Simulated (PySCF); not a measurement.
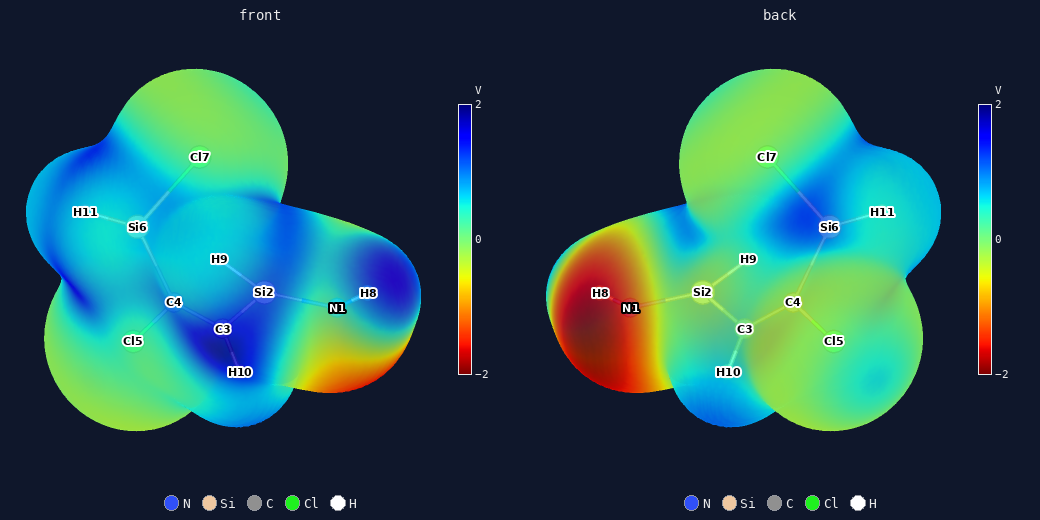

*C2H4Cl2NSi2 (doublet). The molecular electrostatic potential painted on the density surface at 0.002 e/bohr³, seen from the front and from behind; the colour scale runs from red (negative) to blue (positive).*

Geometry: GFN2-xTB.

Theory: UKS B3LYP, pcH-1 on C Cl H N Si, non-relativistic, mean-field spin-orbit, GIAO in PySCF.

```yaml
atoms:
  - { symbol: N, position_ang: [1.4774, -1.0187, -2.3104] }
  - { symbol: Si, position_ang: [1.0492, -0.8931, -0.7614] }
  - { symbol: C, position_ang: [-0.7700, -0.5376, -0.5316] }
  - { symbol: C, position_ang: [-1.2341, 0.1886, 0.4838] }
  - { symbol: Cl, position_ang: [-2.9688, 0.3886, 0.7072] }
  - { symbol: Si, position_ang: [-0.2618, 1.0314, 1.8442] }
  - { symbol: Cl, position_ang: [1.1971, 2.2412, 1.0989] }
  - { symbol: H, position_ang: [2.4076, -1.2104, -2.6508] }
  - { symbol: H, position_ang: [1.6498, -1.0149, 0.5697] }
  - { symbol: H, position_ang: [-1.4535, -0.9358, -1.2664] }
  - { symbol: H, position_ang: [-1.0873, 1.7633, 2.7908] }
```

### Which sites attract a positive test charge, and which a negative one?

A positive charge is drawn to the negative regions and a negative charge to the positive ones. The most negative region (about −1.9 V) lies over N1, the most positive (about +1.7 V) over Si2. Cl5 shows a σ-hole: about +0.6 V at the tip opposite its bond, against about −0.1 V on its flanks. N1 is the likeliest acceptor of a hydrogen bond.
